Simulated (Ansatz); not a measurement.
System: ZrTi3Ge8.

```yaml
crystal:
  lattice:
    - [8.76818, 0.00000, 0.00000]
    - [0.00000, 8.93018, 0.00000]
    - [0.00000, 0.00000, 5.13330]
  atoms:
    - { symbol: Zr, position: [0.00000, 0.50000, 0.00000] }
    - { symbol: Zr, position: [0.50000, 0.00000, 0.00000] }
    - { symbol: Ti, position: [0.00000, 0.00000, 0.50000] }
    - { symbol: Ti, position: [0.50000, 0.50000, 0.50000] }
    - { symbol: Ti, position: [0.25000, 0.25000, 0.24928] }
    - { symbol: Ti, position: [0.75000, 0.75000, 0.24928] }
    - { symbol: Ti, position: [0.25000, 0.75000, 0.75072] }
    - { symbol: Ti, position: [0.75000, 0.25000, 0.75072] }
    - { symbol: Ge, position: [0.33560, 0.50000, 0.00000] }
    - { symbol: Ge, position: [0.83560, 0.00000, 0.00000] }
    - { symbol: Ge, position: [0.32765, 0.00000, 0.50000] }
    - { symbol: Ge, position: [0.82765, 0.50000, 0.50000] }
    - { symbol: Ge, position: [0.41732, 0.74492, 0.25594] }
    - { symbol: Ge, position: [0.91732, 0.24492, 0.25594] }
    - { symbol: Ge, position: [0.41732, 0.25508, 0.74406] }
    - { symbol: Ge, position: [0.91732, 0.75508, 0.74406] }
    - { symbol: Ge, position: [0.08268, 0.75508, 0.25594] }
    - { symbol: Ge, position: [0.58268, 0.25508, 0.25594] }
    - { symbol: Ge, position: [0.08268, 0.24492, 0.74406] }
    - { symbol: Ge, position: [0.58268, 0.74492, 0.74406] }
    - { symbol: Ge, position: [0.16440, 0.00000, 0.00000] }
    - { symbol: Ge, position: [0.66440, 0.50000, 0.00000] }
    - { symbol: Ge, position: [0.17235, 0.50000, 0.50000] }
    - { symbol: Ge, position: [0.67235, 0.00000, 0.50000] }
```

Space group C222; a structure generated by program, which may or may not match a known phase; computed without spin polarisation.

These are results of DFT PBE, scalar-relativistic, plane waves, PAW in Ansatz 0.2.0, not measurements.

What will maps of the valence pseudo-density and electron localisation function show?

Ti–Ge (2.62 Å): ρ at the midpoint is about 0.31 e/Å³; the ELF is about 0.40 at the midpoint.
Ge–Ge (2.65 Å): ρ is about 0.34 e/Å³ halfway; the ELF reaches about 0.55 near the midpoint.
Zr–Ge (2.73 Å): ρ is about 0.31 e/Å³ halfway; the ELF is about 0.30 at the midpoint.
Ti–Ge (2.68 Å): the density is about 0.29 e/Å³ at the midpoint; the ELF is about 0.40 at the midpoint.

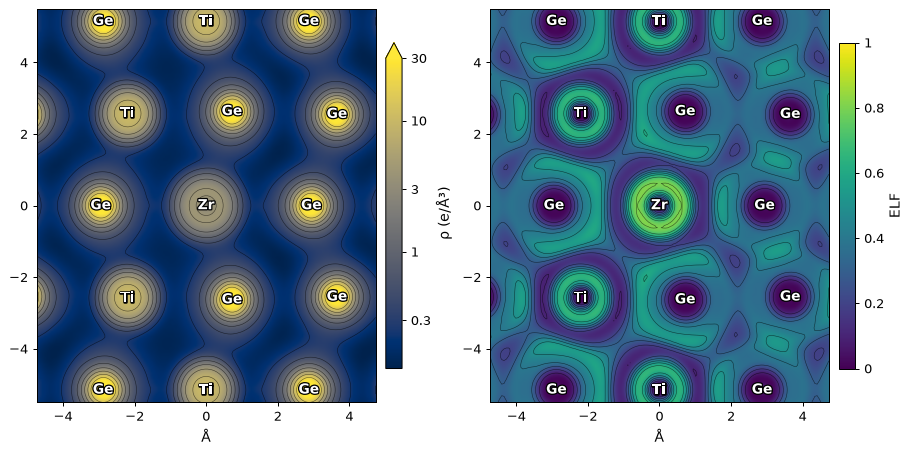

Computed valence pseudo-density and electron localisation function on the (011̄) plane of the conventional cell, in this order. 

Core electrons are frozen (PAW), and the valence fields are smoothed inside the atomic spheres.
